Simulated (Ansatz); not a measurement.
ClF2H5N2Zr

```xyz
11

Zr   -0.2442   -0.0885    0.1121
Cl    0.3168   -0.3019    2.4524
F     1.5429    0.2728   -0.4823
F    -1.0755    1.2957   -0.9336
N    -0.7463   -1.8882   -0.6497
H    -0.4079   -2.7792   -0.2901
H    -1.1472   -2.0469   -1.5723
N    -2.4219    0.1823    1.1534
H    -3.1874    0.0473    0.4922
H    -2.5367    1.1188    1.5435
H    -2.5542   -0.4721    1.9247
```

Core potentials replace the inner electrons of Zr.

The calculation used RKS PBE0-D4/def2-SVP (Ansatz).

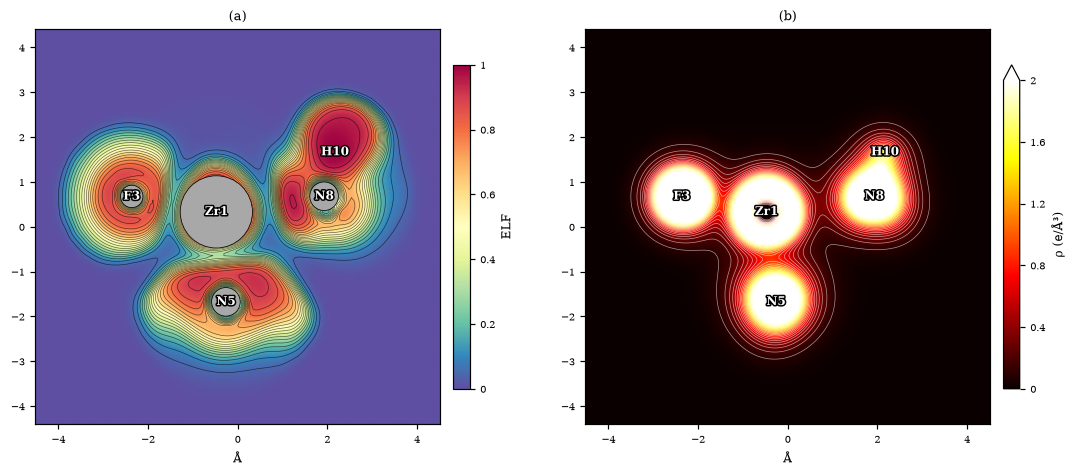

Figure 1. (a) electron localisation function; (b) electron density on the plane of atoms F3, Zr1 and N5. Grey discs cover the atomic cores in the ELF map.

**What do the fields say about this system?**

- Atoms in the plane: Zr, F, N and H.
- Zr–F (1.92 Å): ρ is about 0.91 e/Å³ halfway; the ELF peaks at about 0.85 in the valence shell of F, 0.5 Å from its nucleus, and drops to about 0.20 between the two atoms.
- Zr–N (2.02 Å): the density is about 0.87 e/Å³ at the midpoint; the ELF peaks at about 0.90 in the valence shell of N, 0.6 Å from its nucleus, and is about 0.30 at the midpoint.
- N–H (1.02 Å): ρ is about 2.8 e/Å³ halfway; the ELF climbs to about 1 towards the hydrogen, as it does in any bond to H; an ordinary covalent bond to hydrogen.

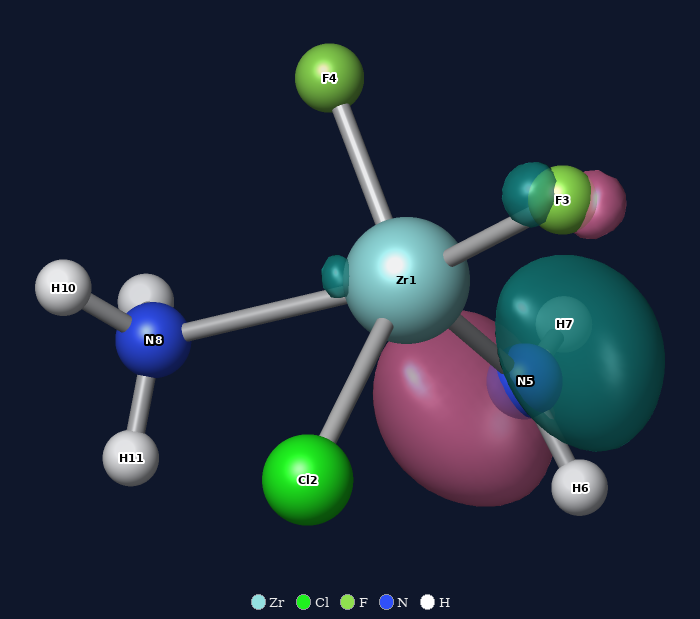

Figure 2. The HOMO at ±0.2 Å⁻³ᐟ² (teal and pink are the two phases), seen from one side.

**Describe this orbital and give its energy.**

It lies mainly on N5 (about 70 %) and Zr1 (about 15 %); largely a lone pair of N5. Its energy is −7.69 eV.

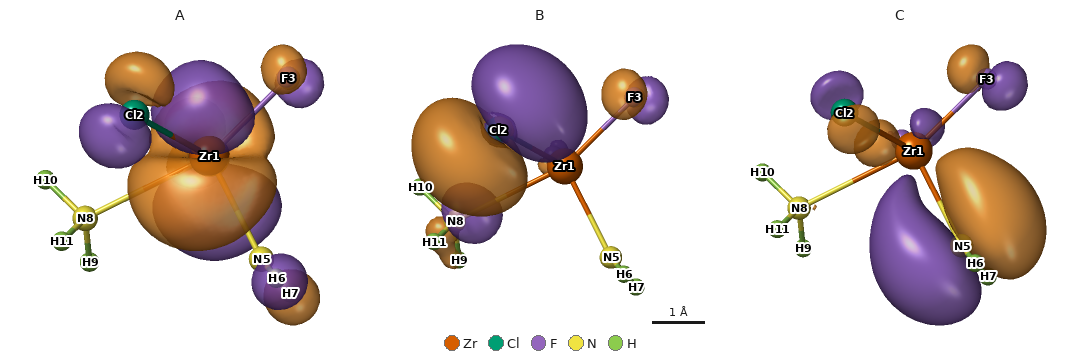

Figure 3. Three frontier orbitals at ±0.1 Å⁻³ᐟ² (orange and purple are the two phases), in no order.

**Order the three orbitals by energy and name them.**

B is the HOMO−1 (−8.43 eV). It lies mainly on Cl2 (about 85 %); largely a lone pair of Cl2. C is the HOMO (−7.69 eV). Its weight (Hirshfeld) is mainly on N5 (about 70 %) and Zr1 (about 15 %); largely a lone pair of N5. A is the LUMO (−0.55 eV). It lies mainly on Zr1 (about 70 %), Cl2 (about 10 %) and F4 (about 5 %).

**What is the HOMO–LUMO gap?**

7.14 eV between the orbital energies.
